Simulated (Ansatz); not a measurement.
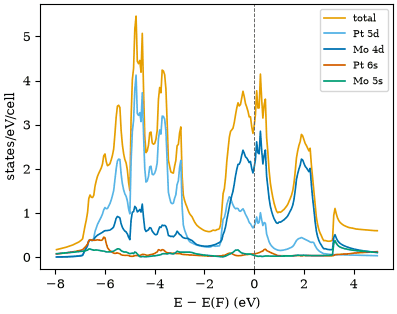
Total and projected density of states of MoPt (CsCl type, Pm-3m), plane-wave PAW PBEsol (Ansatz code)

**Question.** Which orbitals carry the states next to the Fermi level?

**Answer.** Within 0.5 eV of the Fermi level: Mo 4d 67 %, Pt 5d 25 %. Projections are on Löwdin-orthogonalised atomic valence shells; empty p or d shells of many metals are not among them.

**Question.** Where is the tallest occupied peak in this window, and what makes it?

**Answer.** Near -4.8 eV, about 5.5 states/eV per cell; the largest projected share is Pt 5d.

The start of the workflow was typed in or built on a structure type; neither database checked (COD, Materials Project) lists it. Its standing as an ambient phase is unchecked. The cell was relaxed with PBEsol under the symmetry of its start. At this level the phase is mechanically unstable. No spin polarisation was allowed. Its formation energy is positive at this level, so the cell may be metastable or incomplete. Scalar-relativistic: spin–orbit coupling is off unless named, which matters more the heavier the elements.

Potentials: the earlier of the program's two PAW sets. The files were generated under PBE; for other functionals the program regenerates the frozen cores, and for LDA and PBEsol the local potential too.
